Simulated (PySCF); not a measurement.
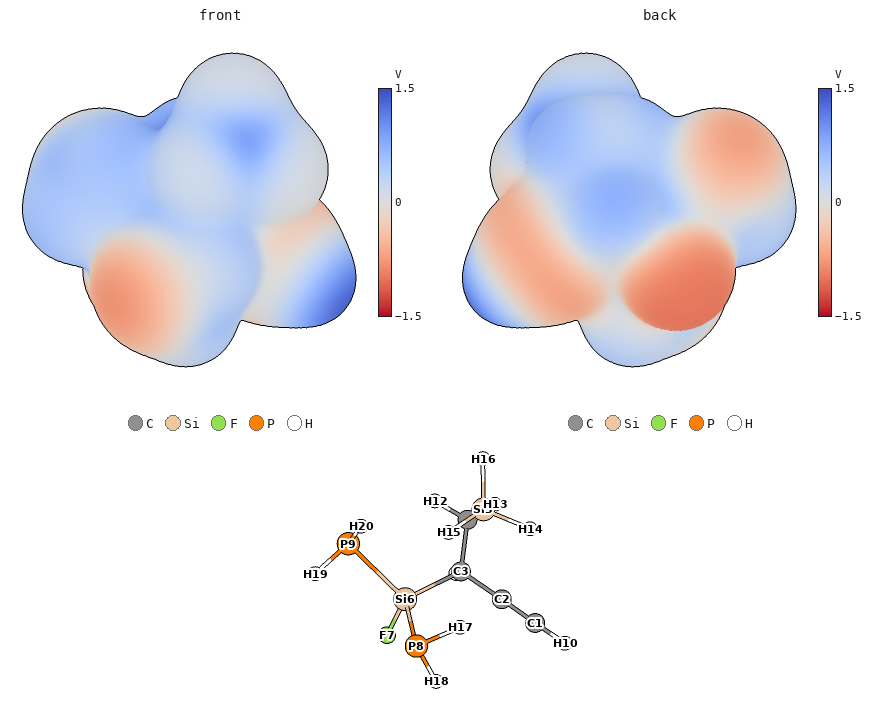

Figure. C$_{4}$H$_{11}$FP$_{2}$Si$_{2}$ (SMILES C#C[C@H](C[SiH3])[Si](F)(P)P). The molecular electrostatic potential painted on the density surface at 0.001 e/bohr³, seen from the front and from behind; the colour scale runs from red (negative) to blue (positive). The bare structure is drawn below in the same view.

Geometry: GFN2-xTB.

Theory: PBE0/pcSseg-1, SCF density, gas phase, non-relativistic (PySCF 2.14.0).

```xyz
20

C     0.8168   -2.3813   -1.6107
C     0.5318   -1.2230   -1.4972
C     0.1597    0.1592   -1.3301
C     1.2811    0.9734   -0.6755
Si    1.9040    0.3014    0.9930
Si   -1.5138    0.2920   -0.3668
F    -2.6276    0.2539   -1.5626
P    -2.0593   -1.4667    0.9547
P    -1.6945    2.3882    0.4422
H     1.0900   -3.3866   -1.7333
H    -0.0421    0.5701   -2.3283
H     0.9224    1.9994   -0.5429
H     2.1242    1.0296   -1.3693
H     2.5565   -0.9928    0.8034
H     0.7684    0.1419    1.9129
H     2.8477    1.2764    1.5405
H    -0.7609   -1.9344    1.0501
H    -2.3336   -2.2732   -0.1379
H    -2.9382    2.1667    1.0062
H    -1.0378    2.1167    1.6290
```

Describe the electrostatic potential map.

Answer. The most negative region (about −1.0 V) lies over F7, the most positive (about +1.2 V) over H10.

What dipole moment does the calculation give?

Answer. Its dipole moment is 1.87 D.
